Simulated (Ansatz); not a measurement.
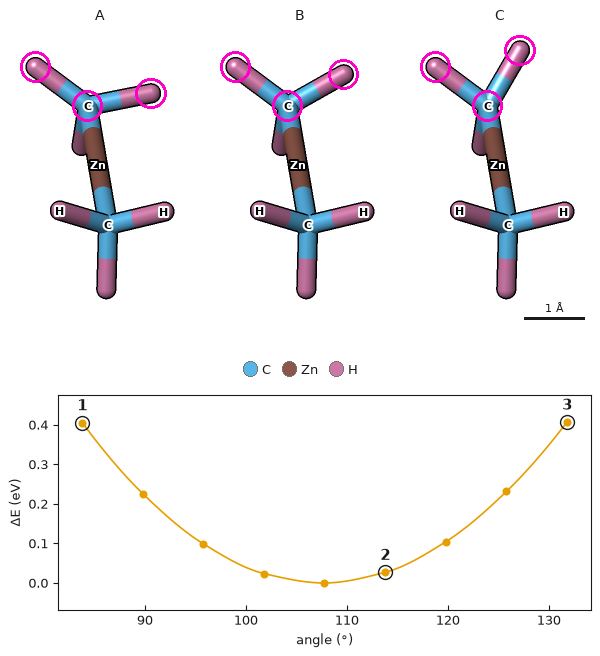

A scan of C₂H₆Zn: one H–C–H angle is varied, with the rest of the molecule carried along rigidly. The frames are shuffled; the numbered points of the plot belong to them. Style: stick. Shown onto the plane of the angle. The ringed atoms are those of the scanned coordinate.

Single-point energies from Ansatz with CCSD(T) in the def2-TZVPP basis, on geometries moved rigidly from the minimum at PBE0-D4/def2-TZVP. Coupled cluster with a frozen core. Energies are counted from the PBE0-D4/def2-TZVP minimum geometry at the same level.

Q: Match the frames to the points.

A: Point 1 is frame C (the angle 83.8°, 0.405 eV); 2 is frame B (the angle 113.8°, 0.027 eV); 3 is frame A (the angle 131.8°, 0.407 eV). Of the computed points the lowest is at the angle 107.8°, 0.000 eV. The curvature at the lowest point is about 4.6 eV/rad².
